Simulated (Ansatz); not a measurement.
Consider C$_{2}$H$_{7}$AlB (doublet).

Input

```
crystal:
  periodic: [false, false, false]
  atoms:
    - {symbol: C, position_ang: [-0.918551, 1.188472, 0.084867]}
    - {symbol: C, position_ang: [-3.184788, 0.377893, 1.414612]}
    - {symbol: Al, position_ang: [0.369293, -0.248169, 0.697487]}
    - {symbol: B, position_ang: [-1.881043, 1.262228, 1.285528]}
    - {symbol: H, position_ang: [-1.318279, 0.787934, -0.872448]}
    - {symbol: H, position_ang: [-0.264812, 2.063629, -0.112604]}
    - {symbol: H, position_ang: [-1.592260, 2.001435, 2.215277]}
    - {symbol: H, position_ang: [-4.068630, 1.056758, 1.445658]}
    - {symbol: H, position_ang: [-3.214607, -0.170575, 2.381767]}
    - {symbol: H, position_ang: [-3.351050, -0.346374, 0.589936]}
    - {symbol: H, position_ang: [0.168378, -0.993108, 2.122208]}
basis:
  gaussian: {orbitals: def2-TZVPD}
hamiltonian: {xc: pbe0}
magnetization: {spin_polarized: true, initial_magnetization: 1}
output: {forces: true, orbitals: {seedname: orbitals}}
```

Launched as:

```sh
ansatz run input.yaml --threads 2 --pin off --max-ram 4350MiB --events-out events.jsonl --progress --plain --runs-dir runs
```

Geometry: BLYP-D3(BJ)/def2-SVP.

These are results of isolated molecule in a Gaussian basis; Kohn-Sham density functional theory, functional PBE0 (Ansatz 0.2.0), not measurements.

Predict the electron density, electron localisation function and spin density between the atoms.

C–B (1.54 Å): ρ at the midpoint is about 1.5 e/Å³; the ELF peaks at about 0.95 between the atoms; a covalent bond.
C–H (1.11 Å): ρ is about 1.9 e/Å³ halfway; the ELF climbs to about 1 towards the hydrogen, as it does in any bond to H: a covalent bond by its length.
C–B (1.58 Å): the density is about 1.4 e/Å³ at the midpoint; the ELF peaks at about 1 between the atoms: a shared electron pair.
B–H (1.22 Å): ρ at the midpoint is about 1.2 e/Å³; the ELF climbs to about 1 towards the hydrogen; an ordinary covalent bond to hydrogen.
The unpaired spin (1 electron) lies mostly on Al3 (about 0.8) and H11 (about 0.1), in electrons by Hirshfeld's partition.

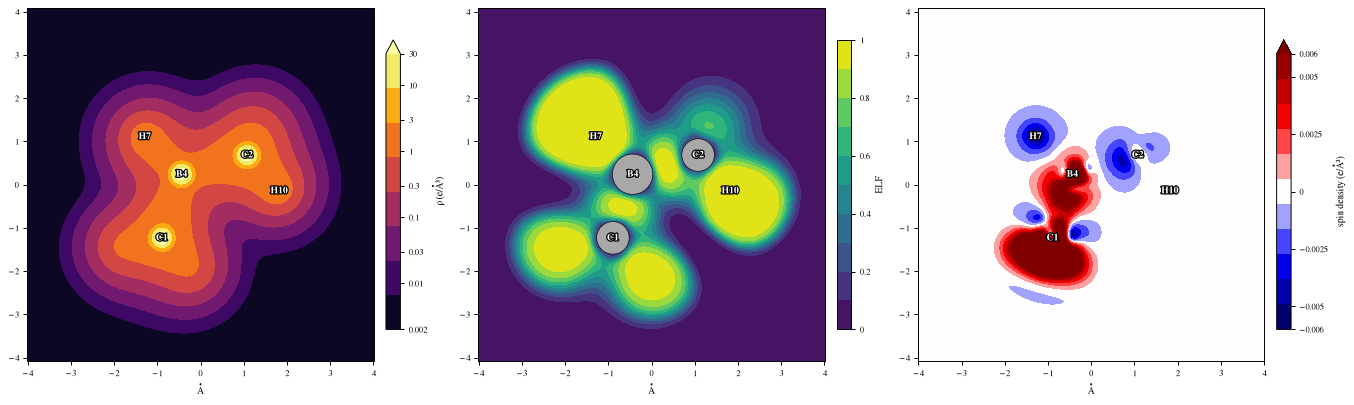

Computed electron density, electron localisation function and spin density on the plane of atoms C1, B4 and C2, in this order. Grey discs cover the atomic cores in the ELF map. 
